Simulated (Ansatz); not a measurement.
**C3H9BrSn (SMILES [CH3][Sn]([CH3])([CH3])[Br]): density, localisation and related maps**

Input

```
crystal:
  periodic: [false, false, false]
  atoms:
    - {symbol: C, position_ang: [-1.824554, 0.958234, 0.176330]}
    - {symbol: Sn, position_ang: [0.157157, 0.258788, -0.195643]}
    - {symbol: C, position_ang: [1.341920, 0.097118, 1.572124]}
    - {symbol: C, position_ang: [0.220618, -1.489506, -1.418022]}
    - {symbol: Br, position_ang: [1.248745, 2.060293, -1.560963]}
    - {symbol: H, position_ang: [-2.374985, 0.228216, 0.772237]}
    - {symbol: H, position_ang: [-1.782745, 1.903884, 0.716324]}
    - {symbol: H, position_ang: [-2.341565, 1.111382, -0.770691]}
    - {symbol: H, position_ang: [2.364643, -0.166475, 1.303526]}
    - {symbol: H, position_ang: [0.933261, -0.672492, 2.229171]}
    - {symbol: H, position_ang: [1.346398, 1.051942, 2.097370]}
    - {symbol: H, position_ang: [-0.230942, -2.332333, -0.891955]}
    - {symbol: H, position_ang: [1.256111, -1.729627, -1.658205]}
    - {symbol: H, position_ang: [-0.326861, -1.308821, -2.342804]}
basis:
  gaussian: {orbitals: def2-TZVPP}
hamiltonian: {xc: pbe0, dispersion: d4}
output: {orbitals: {seedname: orbitals}}
```

Launched as:

```sh
ansatz run in.yaml --threads 2 --pin off --events-out ev --progress --plain --max-ram 32768MiB --backend cuda --devices 0, --max-vram 18GiB
```

Geometry: PBE0-D4/def2-TZVP; core potentials replace the inner electrons of Sn.

Computed with RKS PBE0-D4/def2-TZVPP in Ansatz 0.2.0.

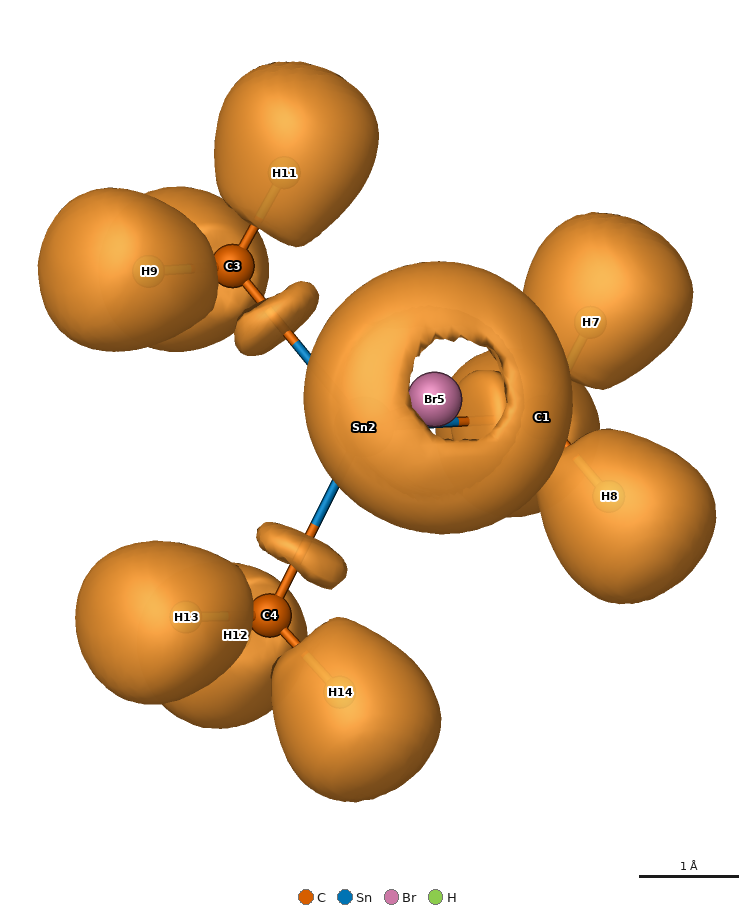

Figure 1. Isosurface of the ELF at 0.8 (orange), seen at a tilt. Only the valence region is drawn (cores and ρ < 0.01 e/Å³ removed).

> Identify the bonds, lone pairs and shells in this picture.

The ELF exceeds this value in nine regions around hydrogen nuclei, three lobes of the valence shell of C pointing towards Sn (polar bonds) and one ring or bowl of non-bonding electrons around Br. Along the contacts the grid gives the following. C–Sn (2.13 Å): the ELF peaks at about 0.90 in the valence shell of C, 0.7 Å from its nucleus, and drops to about 0.20 between the two atoms. Sn–Br (2.51 Å): the ELF peaks at about 0.75 in the valence shell of Br, 1.0 Å from its nucleus, and drops to about 0.15 between the two atoms.

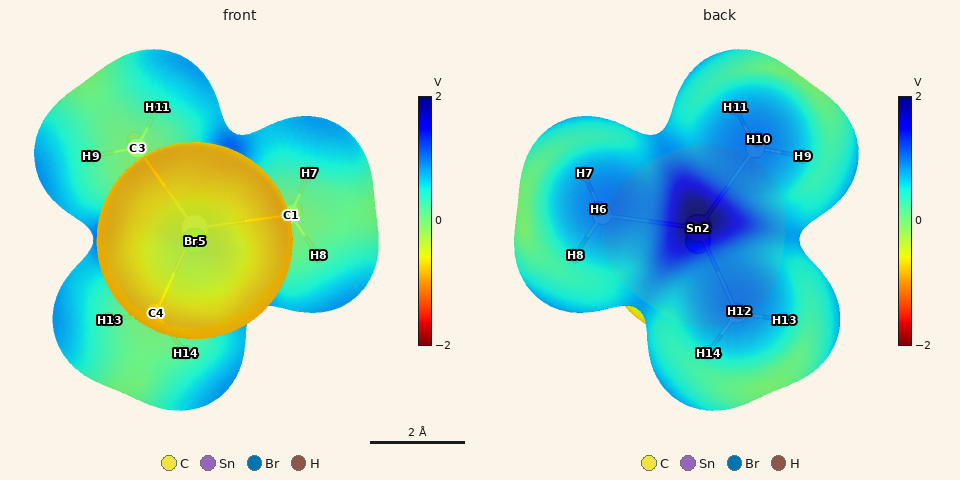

Figure 2. The electrostatic potential painted on the density surface at 0.002 e/bohr³, seen from the front and from behind; the colour scale runs from red (negative) to blue (positive).

> Describe the electrostatic potential map.

The most negative region (about −0.9 V) lies over Br5, the most positive (about +1.9 V) over Sn2.

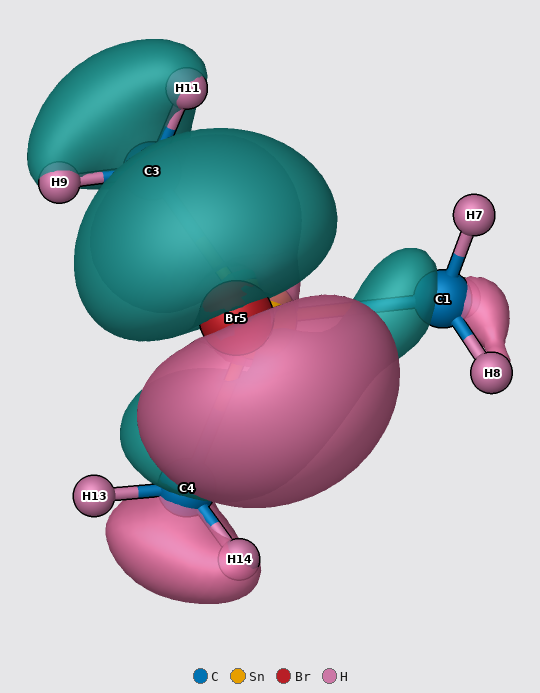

Figure 3. The HOMO at ±0.06 Å⁻³ᐟ² (teal and pink are the two phases), seen across its widest extent.

> Where does this orbital lie, and at what energy?

By Hirshfeld shares it lies mainly on Br5 (about 65 %), Sn2 (about 10 %) and C3 (about 10 %); largely a lone pair of Br5. It is one of a degenerate set, so its orientation is arbitrary. Its energy is −7.61 eV.
